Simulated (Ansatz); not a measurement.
A series of calculations on BH$_{3}$Cl

**1. Relaxation**

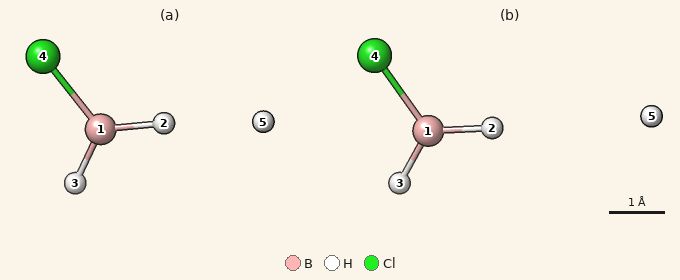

The structure of BH3Cl (multiplicity 2) before (left) and after (right) a relaxation, at one scale.

A ball-and-stick model, seen at a tilt.

The run prepares an end point of a later path (reaction) calculation, from a guessed geometry.

Level of theory: UKS PBE0-D4/def2-SVP in Ansatz. Set-up: collinear spin; force threshold 0.03 eV/Å; at most 50 steps.

> Describe what moved and what it gained.

Over 7 geometry steps the energy falls by 0.055 eV. Largest force component: 0.26 eV/Å at the start, 0.018 eV/Å at the end. H5 moves most after the best rigid fit: 0.92 Å. By element the largest moves are H 0.92 Å, B 0.24 Å, Cl 0.16 Å. Cost: 6 s on 1 thread of Intel(R) Xeon(R) 6975P-C (Granite Rapids), with other jobs on the host, peak memory 0.13 GiB.

**2. Relaxation**

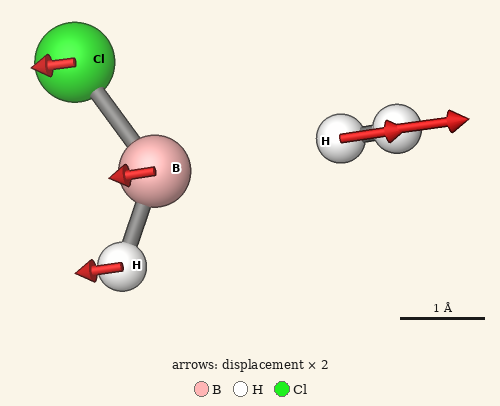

A relaxation of BH3Cl (multiplicity 2). The starting structure is drawn; red arrows show the displacements, 2 times their true length. The two geometries are superimposed by the best rigid fit.

A ball-and-stick model, seen at a tilt.

The run prepares an end point of a later path (reaction) calculation, from a guessed geometry.

Method: UKS PBE0-D4/def2-SVP in Ansatz 0.2.0.

Input
```yaml
crystal:
  periodic: [false, false, false]
  atoms:
    - { symbol: B, position_ang: [-0.059433, 0.0, -0.360353] }
    - { symbol: H, position_ang: [0.007042, 0.0, 2.034648] }
    - { symbol: H, position_ang: [1.007759, 0.0, -0.924664] }
    - { symbol: Cl, position_ang: [-1.564019, 0.0, -1.1912] }
    - { symbol: H, position_ang: [0.02835, 0.0, 2.756568] }
magnetization:
  spin_polarized: true
  initial_magnetization: 1
basis:
  gaussian: { orbitals: def2-SVP }
hamiltonian:
  xc: pbe0
  dispersion: d4
relax:
  f_tol: 0.03
  max_steps: 50
```

Run as
```bash
ansatz run input.yaml --threads 1 --pin off --max-ram 2048MiB --backend cpu --events-out ev --progress --plain --runs-dir out
```

What happened in the run?

Answer. The atom that moves furthest after the best rigid fit is H5 (0.47 Å). By element the largest moves are H 0.47 Å, B 0.30 Å, Cl 0.29 Å. Some distances before and after: H2–H5 0.722 → 0.762 Å. After 5 accepted moves (6 points after the start) the energy has fallen by 0.081 eV. Largest force component: 1.9 eV/Å at the start, 0.0044 eV/Å at the end. The line search rejected the trial step at point 3 of the run. The run took 5.3 s on 1 thread of Intel(R) Xeon(R) 6975P-C (Granite Rapids), with other jobs on the host, peak memory 0.13 GiB.

Limits of the set-up: the start holds two separate molecules, 2.4 Å apart at their closest, whose relative position is a soft coordinate.

**3. Path**

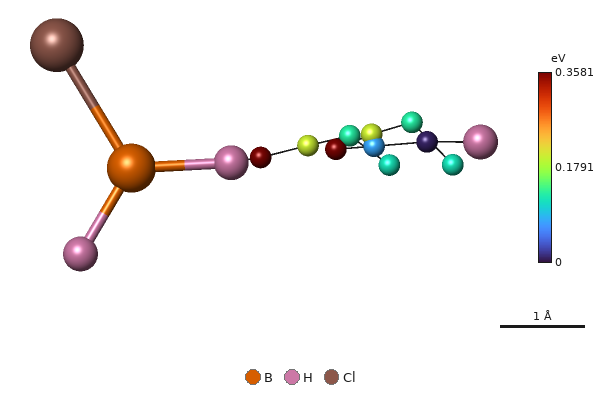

A nudged-elastic-band calculation for BH$_{3}$Cl (multiplicity 2), made up at the start of BH2Cl and H. Images are numbered from 0 (start) to 6 (end). The start is drawn whole; smaller spheres mark the moving atoms (H) in the later images, joined by lines and coloured by the energy of the image relative to the start. A ball-and-stick model, seen face on.

Method: UKS PBE0-D4/def2-SVP in Ansatz 0.2.0. Settings: 5 movable images; climbing image; force threshold 0.05 eV/Å; iteration limit 60; starting path through a guess of the saddle point.

> What moves, how far, and at what cost in energy?

A hydrogen atom shifts from one atom to another. Breaking: B–H (1.20 → 3.12 Å). Forming: H–H (3.01 → 0.76 Å). Forward barrier 0.36 eV, backward barrier 0.24 eV, with image 3 at the top; the reaction energy is +0.12 eV. The band converged in 7 iterations. The largest component of the band force went from 2.3 to 0.046 eV/Å. The climbing image converged on the top of the path. Its vibrational analysis gives 2 imaginary modes over 30i cm⁻¹, so it isn't confirmed as a transition state.

Limits of the set-up: the start holds two separate molecules, 3.0 Å apart at their closest, whose relative position is a soft coordinate.
